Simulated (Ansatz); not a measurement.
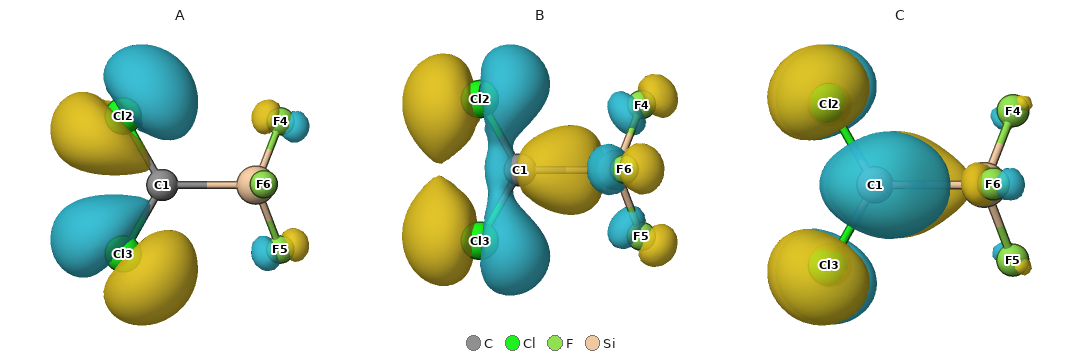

*CCl$_{2}$F$_{3}$Si (SMILES F[Si](F)(F)[C+](Cl)Cl) (charge +1). Three frontier orbitals at ±0.1 Å⁻³ᐟ² (yellow and cyan are the two phases), in no order.*

Geometry: PBE0-D3(BJ)/def2-SVP.

These are results of isolated molecule in a Gaussian basis; Kohn-Sham density functional theory, functional PBE0 (Ansatz 0.2.0), not measurements.

| atom | x (Å) | y (Å) | z (Å) |
| --- | --- | --- | --- |
| C | -0.2098 | 0.1489 | -0.3971 |
| Cl | 0.0175 | 0.8283 | 1.0752 |
| Cl | 0.9540 | 0.2410 | -1.5449 |
| F | -2.3904 | -1.3247 | 0.5758 |
| F | -1.5390 | -1.8328 | -1.8744 |
| F | -2.8007 | 0.4235 | -1.3550 |
| Si | -1.8949 | -0.7398 | -0.7990 |

### Order the three orbitals by energy and name them.

A is the HOMO−1 (−16.21 eV). By Hirshfeld shares it lies mainly on Cl2 (about 45 %) and Cl3 (about 45 %); largely a combination of lone pairs on Cl2 and Cl3. B is the HOMO (−15.84 eV). It lies mainly on Cl2 (about 30 %), Cl3 (about 30 %), C1 (about 15 %) and Si7 (about 10 %). C is the LUMO (−10.60 eV). It lies mainly on C1 (about 45 %), Cl2 (about 25 %) and Cl3 (about 25 %).

### What is the HOMO–LUMO gap?

5.24 eV between the orbital energies.
